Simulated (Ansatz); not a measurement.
## A computed series for Nb4GaSe8: pressure series

Start from Nb4GaSe8 (space group F-43m, No. 216; a = 10.3650 Å).

Cell and atoms are relaxed at each pressure.

All numbers come from PBEsol/PAW in Ansatz (a first-principles code), without spin-orbit coupling.

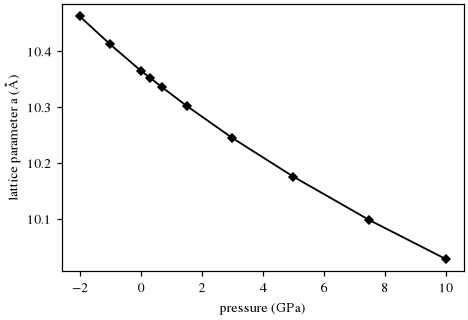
Lattice parameter a against pressure

```json
[
 {"pressure (GPa)": "-2", "lattice parameter a": "10.462 Å"},
 {"pressure (GPa)": "-1", "lattice parameter a": "10.412 Å"},
 {"pressure (GPa)": "0.3", "lattice parameter a": "10.352 Å"},
 {"pressure (GPa)": "0.7", "lattice parameter a": "10.335 Å"},
 {"pressure (GPa)": "1.5", "lattice parameter a": "10.302 Å"},
 {"pressure (GPa)": "3", "lattice parameter a": "10.245 Å"},
 {"pressure (GPa)": "5", "lattice parameter a": "10.175 Å"},
 {"pressure (GPa)": "7.5", "lattice parameter a": "10.097 Å"},
 {"pressure (GPa)": "10", "lattice parameter a": "10.028 Å"}
]
```

Load acts through the strain it causes; cell and atoms are relaxed under it. Whether these cells are dynamically stable was not tested. No other phases were tried under pressure. All final runs are without spin polarisation. An odd electron count without spin: Nb4GaSe8.
